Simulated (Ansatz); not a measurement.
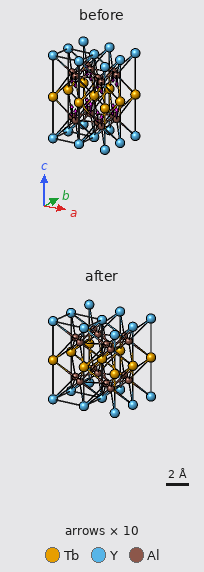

The structure of a crystal of TbYAl$_{4}$ (a generated structure, set up in P6/mmm) (coarse preliminary run) before (top) and after (bottom) a relaxation, at one scale. The purple arrows give the displacements (the part carried along by the change of the cell is left out), 10 times their true length.

The picture is a ball-and-stick view of the cell of the calculation, repeated 2 × 2 × 1 with one cell outlined, seen slightly off an axis.

These are results of Ansatz, DFT PBE, scalar-relativistic, plane waves, PAW; 4f electrons in the core of a trivalent norm-conserving potential, not measurements.

Input file:
```yaml
crystal:
  lattice:
    - [3.79716322, 0.0, 0.0]
    - [-1.89858161, 3.28843981, 0.0]
    - [0.0, 0.0, 7.68114593]
  atoms:
    - { symbol: Tb, position: [0.0, 0.0, 0.5] }
    - { symbol: "Y", position: [0.0, 0.0, 0.0] }
    - { symbol: Al, position: [0.33333333, 0.66666667, 0.766554] }
    - { symbol: Al, position: [0.33333333, 0.66666667, 0.233446] }
    - { symbol: Al, position: [0.66666667, 0.33333333, 0.766554] }
    - { symbol: Al, position: [0.66666667, 0.33333333, 0.233446] }
basis:
  ecutwfc: 690
kpoints:
  mp_grid: { grid: [6, 6, 2] }
hamiltonian:
  xc: pbe
  pseudopotentials:
    kind: paw
    azcp: { Tb: "pseudopotentials/pbe/nc/lanthanide_3plus/Tb.nc.azcp" }
scf:
  occupations: { method: gaussian, width: 0.1 }
  lower_state_search: "off"
output:
  forces: true
  stress: true
  eigenvalues: true
relax:
  adjacent_minimum: "off"
  f_tol: 0.04
  max_steps: 70
  cell: { stress_tol: 0.4 }
```

Run as
```bash
ansatz run input.yaml --threads 1 --pin off --max-ram 2560MiB --backend cpu --events-out ev --progress --plain --runs-dir out
```

> What changed between the two?

The largest moves relative to the cell, 0.12 Å, are those of Al3, Al4, Al5 and Al6. Al6 goes along +c. Tb and Y stay in place. The volume changes by +33.3 %, with a = b 3.797 → 4.517 Å (+18.9 %), c 7.681 → 7.238 Å (−5.8 %). Among the contacts that change: Al3–Al5 2.192 → 2.608 Å, Y2–Al3 2.832 → 3.172 Å, Tb1–Y2 3.841 → 3.619 Å, Tb1–Al3 3.000 → 3.176 Å. The space group stays P6/mmm (No. 191). Over 7 accepted moves (9 points after the start) the energy falls by 5.771 eV per cell of the calculation. The largest force component goes from 0.74 to 0.0096 eV/Å. The pressure goes from 50.89 to −0.12 GPa. At 2 points the geometry stayed and the basis and grid were re-selected for the new cell (energy shift of 35.9 meV per cell of the calculation at most each time). The run took 50 s on 1 thread of Arm Neoverse V1, with other jobs on the host, peak memory 0.45 GiB.

Limits of the set-up: the k-point mesh is coarse for a cell with partly filled bands.
